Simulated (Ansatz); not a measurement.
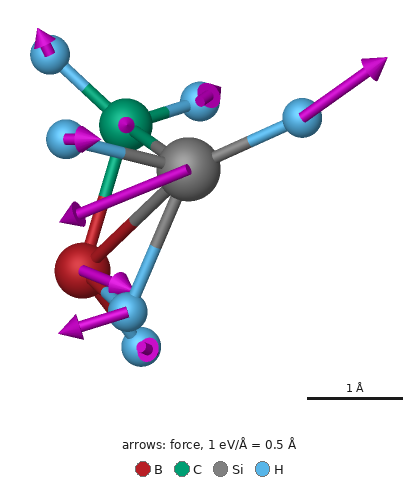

Starting geometry of CH6BSi (charge −1) with the computed forces as purple arrows. The picture is a ball-and-stick view, seen from a free direction.

It is one of the separated reactants of a reaction.

All numbers below come from RKS PBE-D4/def2-SVPD (Ansatz). Settings: force threshold 0.03 eV/Å; at most 250 steps.

### Is this structure relaxed? If not, where do the atoms go?

It isn't relaxed: the largest force vector, on the Si atom, is 3.19 eV/Å. The final displacements follow the starting forces only in part (cosine between the two patterns 0.35). The atom that moves furthest after the best rigid fit is an H atom (1.46 Å). Largest moves by element: H 1.46 Å, B 0.43 Å, Si 0.11 Å, C 0.08 Å. Among the contacts that change: H–Si 1.683 → 2.786 Å, B–Si 2.261 → 2.058 Å, B–H 1.399 → 1.231 Å, H–Si 1.420 → 1.524 Å. Among the angles between lasting bonds that change: Si–B–H 48.0° → 113.4°, B–Si–H 93.2° → 126.6°, B–Si–H 150.9° → 126.7°. After 11 accepted moves (12 points after the start) the energy has fallen by 244.3 kJ/mol. Largest force component: 2.4 eV/Å at the start, 0.023 eV/Å at the end. The line search rejected the trial step at point 11 of the run.
